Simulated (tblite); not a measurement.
Geometry relaxation, with input and output: C$_{4}$H$_{8}$FO$_{2}$Si (part 2 of 2)

Continued. System: C$_{4}$H$_{8}$FO$_{2}$Si, multiplicity 2. Method: GFN2-xTB geometry optimisation, gas phase (tblite 0.8.0). It belongs to a series of runs on one base structure; here: H added to sp2 C.

Geometry of the input (Å):
```
C  -2.8657  -0.8226  0.3322
C  -1.8926  0.2434  0.0190
F  -1.9705  0.5347  -1.3335
C  -0.4540  -0.1564  0.2065
O  -0.1535  -1.2976  0.6006
C  0.5983  0.8573  -0.0772
Si 2.3130  0.2532  0.1849
O  2.4771  -1.0081  1.3125
H  -2.5780  -1.8567  0.1816
H  -3.6333  -0.6127  1.0910
H  -2.0365  1.1689  0.6326
H  0.3675  1.7590  0.5209
H  0.4693  1.1569  -1.1395
H  3.1048  1.3946  0.7175
H  2.9291  -0.1200  -1.0868
H  3.3173  -1.4851  1.0937
```

## Trajectory as extended XYZ, continued
```
16
Properties=species:S:1:pos:R:3:forces:R:3 step=90 energy=-739.90578
C    -2.5910   -1.0478    0.1528   -0.0740   0.1070   0.2230
C    -1.7938    0.1602    0.0196   -0.0320  -0.0470   0.0720
F    -1.7101    0.5846   -1.2957    0.0380  -0.0490   0.0950
C    -0.3392    0.0245    0.6122   -0.0200   0.0340   0.1410
O    -0.1204   -0.7603    1.5049   -0.0780   0.0760  -0.1620
C     0.6362    0.9966    0.0829    0.0800   0.0550  -0.0450
Si    2.3967    0.2190   -0.1114   -0.0500  -0.0720  -0.0570
O     2.5934   -0.8278    1.0948   -0.1570  -0.2960   0.0700
H    -2.5413   -1.8014   -0.6001   -0.0270  -0.0980  -0.1360
H    -3.0178   -1.2718    1.1126    0.0480  -0.0410  -0.1230
H    -2.2160    1.0029    0.5984   -0.0060  -0.0550  -0.0900
H     0.7013    1.7910    0.8298    0.0760  -0.0350  -0.0310
H     0.2747    1.4337   -0.8410    0.0460   0.1170  -0.0220
H     3.4507    1.1998    0.0804   -0.0310   0.1200   0.0230
H     2.4567   -0.4128   -1.4315   -0.0630  -0.0150   0.0370
H     1.8122   -1.2815    1.4473    0.2500   0.1990   0.0050
16
Properties=species:S:1:pos:R:3:forces:R:3 step=106 energy=-740.00835
C    -2.3191   -1.1963    0.0652   -0.0370  -0.0150   0.0120
C    -1.7401    0.1382    0.0165    0.0280   0.0590  -0.0290
F    -1.5899    0.5694   -1.2849   -0.0130   0.0130   0.0250
C    -0.3784    0.2727    0.7726    0.0080   0.0000   0.0290
O    -0.2172   -0.3102    1.8228   -0.0260  -0.0150   0.0140
C     0.6437    1.1340    0.1698    0.0250  -0.0020  -0.0430
Si    2.2266    0.0697   -0.2070   -0.0060   0.0320   0.0030
O     2.3159   -1.0665    0.9341    0.0420   0.1020  -0.0300
H    -2.3883   -1.7768   -0.8278    0.0500  -0.0620  -0.0860
H    -2.5816   -1.6214    1.0096    0.0240  -0.0050   0.0550
H    -2.3834    0.8870    0.5199    0.0190   0.0120  -0.0050
H     0.9665    1.8439    0.9279    0.0170   0.0560   0.0450
H     0.2901    1.6751   -0.6984    0.0030  -0.0070  -0.0330
H     3.3500    1.0018   -0.1058   -0.0090  -0.0430  -0.0040
H     2.1292   -0.5801   -1.5039   -0.0720  -0.0170  -0.0230
H     1.6686   -1.0315    1.6455   -0.0520  -0.1070   0.0710
16
Properties=species:S:1:pos:R:3:forces:R:3 step=121 energy=-740.08053
C    -1.8371   -1.2822   -0.0167    0.1050   0.0720  -0.0890
C    -1.6595    0.1694    0.0142   -0.1130  -0.0470  -0.0460
F    -1.5538    0.6835   -1.2597    0.0450   0.0240   0.0420
C    -0.4328    0.5828    0.8819   -0.0550   0.0460  -0.1270
O    -0.3960    0.2240    2.0367    0.0490  -0.0720   0.1620
C     0.6540    1.3012    0.2179   -0.0270  -0.0420  -0.0030
Si    1.9143   -0.0967   -0.2446    0.0430   0.0530   0.0520
O     1.9183   -1.2022    0.9303   -0.0060   0.0030   0.0510
H    -1.6647   -1.8287   -0.9236    0.0490   0.0970   0.0630
H    -2.0127   -1.8043    0.8990    0.0020   0.0020   0.0600
H    -2.5070    0.6871    0.4952   -0.0930   0.0100  -0.0270
H     1.1312    1.9672    0.9330    0.0160  -0.0030  -0.0210
H     0.3466    1.8495   -0.6643   -0.0250  -0.0180   0.0380
H     3.2326    0.5245   -0.3029   -0.0070   0.0120  -0.0520
H     1.4422   -0.6980   -1.4785    0.0200  -0.1070  -0.0640
H     1.4168   -1.0681    1.7381   -0.0040  -0.0300  -0.0380
16
Properties=species:S:1:pos:R:3:forces:R:3 step=136 energy=-740.13528
C    -1.5760   -1.2243   -0.0379    0.0000  -0.0780  -0.0420
C    -1.7045    0.2246    0.0199   -0.0170  -0.0070   0.0250
F    -1.6101    0.8013   -1.2238   -0.0570   0.0210  -0.0110
C    -0.5179    0.6771    0.9248   -0.0110   0.0220  -0.0230
O    -0.5318    0.4020    2.1042    0.0040   0.0080   0.0150
C     0.6223    1.2750    0.2255    0.0130  -0.0140  -0.0160
Si    1.7987   -0.1809   -0.2581    0.0180   0.0030   0.0180
O     1.8509   -1.2461    0.9556   -0.0370   0.0340   0.0270
H    -1.1252   -1.6948   -0.8884   -0.0010   0.0430   0.0140
H    -1.7659   -1.7917    0.8504   -0.0130   0.0000  -0.0140
H    -2.6409    0.5781    0.4760    0.0250  -0.0110   0.0120
H     1.1499    1.9334    0.9124    0.0200  -0.0150  -0.0110
H     0.3316    1.8213   -0.6633   -0.0030   0.0310   0.0060
H     3.1217    0.4088   -0.4341    0.0010  -0.0250  -0.0050
H     1.2765   -0.8419   -1.4474    0.0240  -0.0050   0.0020
H     1.3131   -1.1330    1.7403    0.0330  -0.0080   0.0030
16
Properties=species:S:1:pos:R:3:forces:R:3 step=151 energy=-740.14582
C    -1.5688   -1.2065   -0.0803    0.0200  -0.0100  -0.0230
C    -1.7451    0.2331    0.0451   -0.0310  -0.0420  -0.0120
F    -1.7306    0.8776   -1.1700   -0.0010   0.0010   0.0020
C    -0.5351    0.6808    0.9176    0.0130   0.0370  -0.0130
O    -0.5392    0.4467    2.1057   -0.0180  -0.0720   0.0420
C     0.6125    1.2472    0.1987    0.0560  -0.0100  -0.0040
Si    1.8205   -0.1948   -0.2508   -0.0570  -0.0020   0.0070
O     1.8742   -1.2385    0.9804    0.0010  -0.0160   0.0030
H    -1.0485   -1.6219   -0.9189   -0.0010   0.0370  -0.0150
H    -1.8088   -1.8256    0.7593    0.0130  -0.0170   0.0100
H    -2.6727    0.5159    0.5584    0.0050   0.0470   0.0250
H     1.1452    1.9043    0.8853   -0.0090   0.0300  -0.0450
H     0.3240    1.7969   -0.6895    0.0030  -0.0250  -0.0080
H     3.1366    0.4050   -0.4397    0.0170   0.0120   0.0200
H     1.3470   -0.8996   -1.4357   -0.0110  -0.0050   0.0180
H     1.3811   -1.1116    1.7904   -0.0010   0.0330  -0.0070
16
Properties=species:S:1:pos:R:3:forces:R:3 step=166 energy=-740.18061
C    -1.5699   -1.1069   -0.2491   -0.0190  -0.0170   0.1510
C    -1.8468    0.2626    0.1503    0.0200  -0.0200  -0.0190
F    -2.0286    1.1052   -0.9192   -0.0120   0.0640  -0.0080
C    -0.5231    0.5753    0.8961    0.0360   0.0230   0.0150
O    -0.3998    0.2574    2.0623   -0.0130  -0.0150  -0.0040
C     0.5677    1.1377    0.0844   -0.0090   0.0550  -0.0100
Si    1.8992   -0.2414   -0.1673   -0.0100   0.0150  -0.0270
O     1.9352   -1.1686    1.1527    0.0300   0.0950   0.0090
H    -1.0509   -1.2805   -1.1691   -0.0200  -0.0720  -0.0260
H    -1.6909   -1.8920    0.4737    0.0380   0.0540  -0.1230
H    -2.6905    0.4008    0.8314   -0.0530  -0.0450   0.0290
H     1.0205    1.9361    0.6692    0.0860   0.0030  -0.0180
H     0.2259    1.5470   -0.8594   -0.0190  -0.0200   0.0000
H     3.1791    0.4422   -0.3676   -0.0700  -0.0560   0.0110
H     1.4852   -1.0918   -1.2777    0.0680  -0.0030   0.0070
H     1.4801   -0.8742    1.9455   -0.0510  -0.0620   0.0130
16
Properties=species:S:1:pos:R:3:forces:R:3 step=181 energy=-740.20307
C    -1.5438   -1.0577   -0.3074   -0.0170  -0.0110   0.0320
C    -1.8601    0.2640    0.2037   -0.0090  -0.0110  -0.0110
F    -2.1405    1.1854   -0.7759    0.0080   0.0000   0.0130
C    -0.4993    0.5556    0.8869   -0.0140  -0.0030   0.0240
O    -0.3305    0.2098    2.0432   -0.0020   0.0130  -0.0170
C     0.5593    1.1067    0.0293   -0.0100   0.0060   0.0070
Si    1.9213   -0.2634   -0.1354    0.0070   0.0080  -0.0110
O     1.9804   -1.0461    1.2706   -0.0020   0.0160   0.0090
H    -1.0896   -1.1622   -1.2720   -0.0090  -0.0010  -0.0050
H    -1.6266   -1.9024    0.3460    0.0200   0.0020  -0.0310
H    -2.6641    0.2978    0.9455   -0.0020   0.0180  -0.0080
H     1.0242    1.9379    0.5567   -0.0010   0.0020  -0.0110
H     0.1835    1.4569   -0.9253    0.0160  -0.0070   0.0050
H     3.1915    0.4158   -0.3649   -0.0010  -0.0040  -0.0080
H     1.5437   -1.1882   -1.1996    0.0040  -0.0020   0.0070
H     1.3431   -0.8009    1.9546    0.0120  -0.0270   0.0050
16
Properties=species:S:1:pos:R:3:forces:R:3 step=196 energy=-740.20444
C    -1.5550   -1.0527   -0.3204   -0.0030   0.0000  -0.0040
C    -1.8649    0.2629    0.2095    0.0000  -0.0010   0.0040
F    -2.1490    1.1944   -0.7593    0.0010   0.0010   0.0010
C    -0.5011    0.5527    0.8900    0.0000  -0.0020   0.0010
O    -0.3300    0.2081    2.0453   -0.0020  -0.0030  -0.0060
C     0.5556    1.1005    0.0273   -0.0010   0.0030   0.0030
Si    1.9268   -0.2606   -0.1277   -0.0010  -0.0010  -0.0060
O     2.0130   -1.0279    1.2855    0.0040   0.0000   0.0010
H    -1.1253   -1.1412   -1.2980    0.0020  -0.0030   0.0000
H    -1.6124   -1.9078    0.3208   -0.0010   0.0020  -0.0010
H    -2.6645    0.2946    0.9563   -0.0040  -0.0010  -0.0020
H     1.0135    1.9425    0.5432    0.0050   0.0000   0.0020
H     0.1799    1.4363   -0.9323    0.0000   0.0000   0.0030
H     3.1907    0.4224   -0.3779    0.0020  -0.0010  -0.0020
H     1.5468   -1.2014   -1.1774   -0.0020   0.0000   0.0050
H     1.3683   -0.8139    1.9711    0.0010   0.0060   0.0010
```

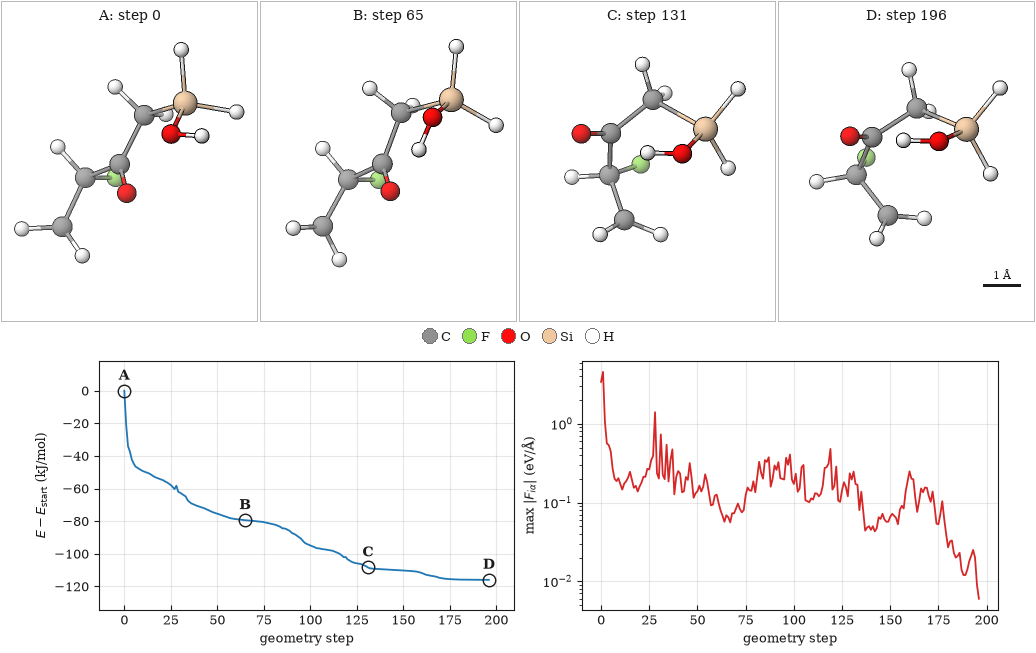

Figure 1. Frames of the relaxation (ball-and-stick view, seen at a tilt) above the curves, on which the letters mark them (steps are counted from 0).

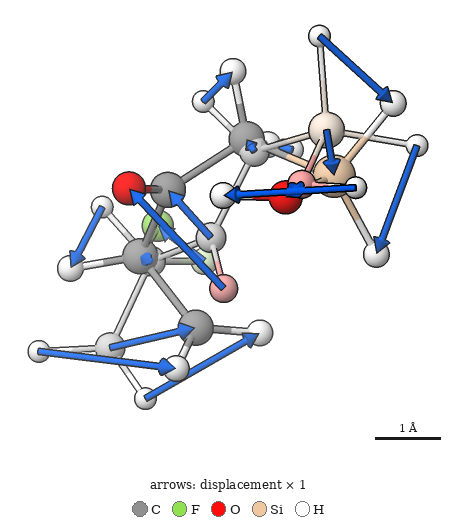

Figure 2. Start (faint) and end (solid) with the displacements as blue arrows, at true length (ball-and-stick view, seen at a tilt). The two geometries are laid on each other by the best rigid fit. H10 moves most after the best rigid fit: 2.48 Å. Largest moves by element: H 2.48 Å, O 2.14 Å, C 1.43 Å, F 0.90 Å, Si 0.76 Å. Among the contacts that change: C6–Si7 1.837 → 1.938 Å, Si7–O8 1.700 → 1.610 Å, C2–C4 1.505 → 1.551 Å, Si7–H14 1.488 → 1.458 Å. Among the angles that change: C1–C2–C4 114.3° → 98.1°, Si7–O8–H16 107.0° → 118.8°, F3–C2–C4 103.4° → 111.4°. The energy falls by 115.9 kJ/mol in 196 geometry steps. Largest force component: 3.4 eV/Å at the start, 0.006 eV/Å at the end. (Atoms are counted from 1 in the order of the input.)

## Key numbers

```csv
quantity,value
outcome,converged
total energy,−740.2044 eV
hardware,"1 CPU thread, shared host"
wall time,1.4 s
peak memory,0.18 GiB
```
